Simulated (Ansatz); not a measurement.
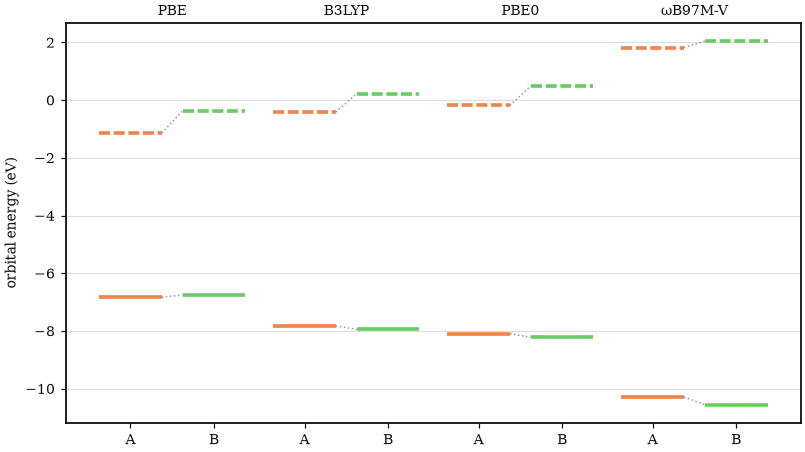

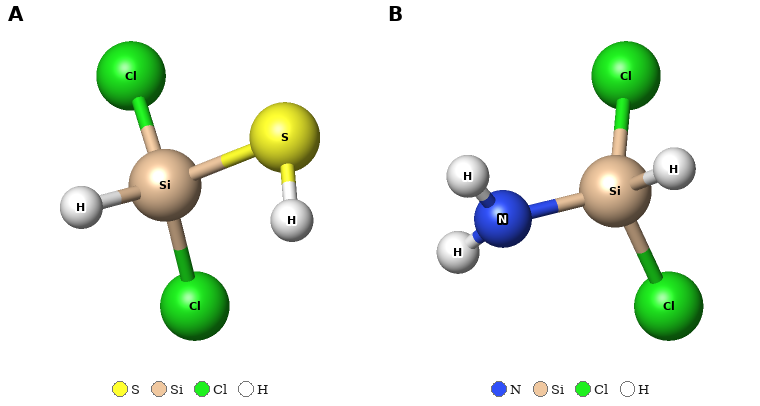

One change: A, SiH₂SCl₂ (SMILES S[SiH](Cl)Cl), becomes B, SiNH₃Cl₂ (SMILES N[SiH](Cl)Cl). SH on Si is replaced by NH₂. HOMO (solid) and LUMO (dashed) computed in def2-TZVPP at PBE0-D4/def2-TZVP geometries, both minima by their frequencies, gas phase, the Ansatz code. Empty levels above zero depend strongly on the basis.

> What does the change do to HOMO and LUMO?

PBE: the HOMO rises by 0.08 eV, the LUMO rises by 0.76 eV, and the separation goes from 5.70 to 6.38 eV. B3LYP: the HOMO falls by 0.12 eV, the LUMO rises by 0.64 eV, and the separation goes from 7.41 to 8.17 eV. PBE0: the HOMO falls by 0.12 eV, the LUMO rises by 0.69 eV, and the separation goes from 7.91 to 8.72 eV. ωB97M-V: the HOMO falls by 0.27 eV, the LUMO rises by 0.22 eV, and the separation goes from 12.11 to 12.60 eV.

> Do the functionals agree on the effect?

Not on every direction; the HOMO shift lies between −0.27 and 0.08 eV and the LUMO shift between 0.22 and 0.76 eV, while the separations themselves differ by up to 6.4 eV between functionals.
